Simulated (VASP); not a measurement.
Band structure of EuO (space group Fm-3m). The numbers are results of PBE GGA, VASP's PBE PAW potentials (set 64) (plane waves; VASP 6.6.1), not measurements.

The moments were started parallel, and other spin orders were not tried in this run.

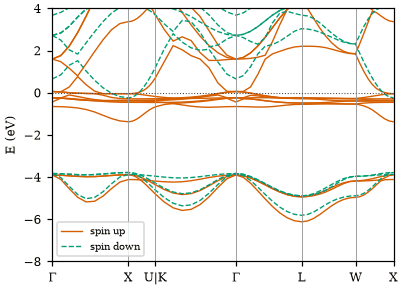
Bands along high-symmetry lines, zero at the valence-band maximum or, without a gap, the Fermi level

### Question
Read the plot: is there a gap, and where are the band edges?

### Answer
It has no gap at this level: it comes out as a metal or semimetal.

The structure is a typed EuO crystal (Fm-3m). The cell was not relaxed at this level.
